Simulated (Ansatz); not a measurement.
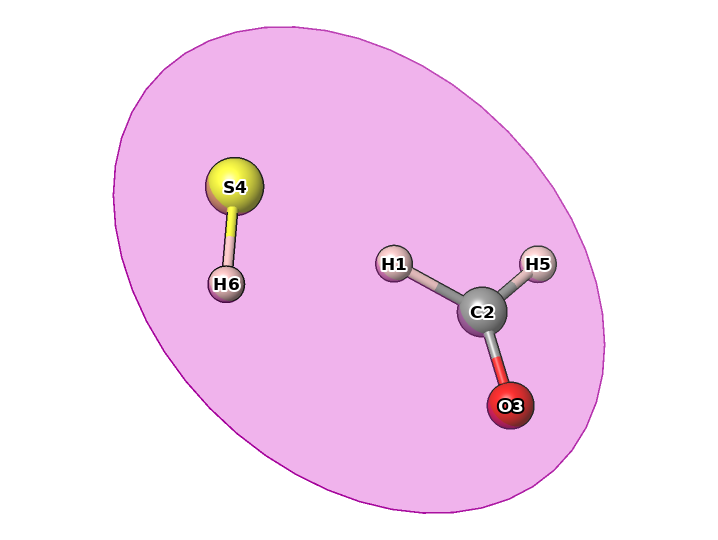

A disc through the centre of mass is drawn in. Depth is shown by fading: the farther an atom, the more it takes the colour of the background. The species is neutral and a spin doublet. Computed geometry: PBE0-D4/def2-TZVP optimisation.

Q: Is the plane of the disc a mirror plane of the structure?

A: Yes. The reflection leaves H1, C2, O3, S4, H5, H6 in place. The point group is Cs.
